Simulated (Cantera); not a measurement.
Charge: 1 mol SiH4, a varied amount of HCl, 19 mol N2, equilibrated at 875 K and 4000 Pa.

Cantera equilibrium calculation (NASA polynomials, part measured and part estimated; ideal gas, pure solids and liquids). Candidate condensed phases: NH4Cl, Si, Si3N4; 28 gas species. N2 is the only nitrogen source here; it is nearly inert below about 1500 K, so the nitride shown seldom forms there in practice. Kinetics and transport are ignored.

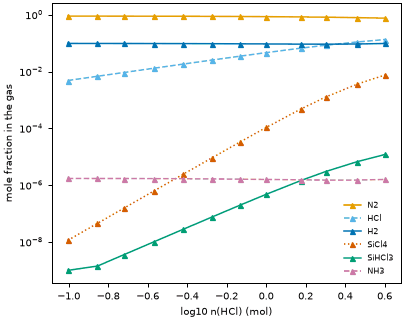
Equilibrium gas composition (values under 1e-9 drawn at 1e-9)

From 0.099 mol HCl to 4 mol HCl the condensed part is Si3N4(s). The main Si-bearing gas is SiCl4 throughout.
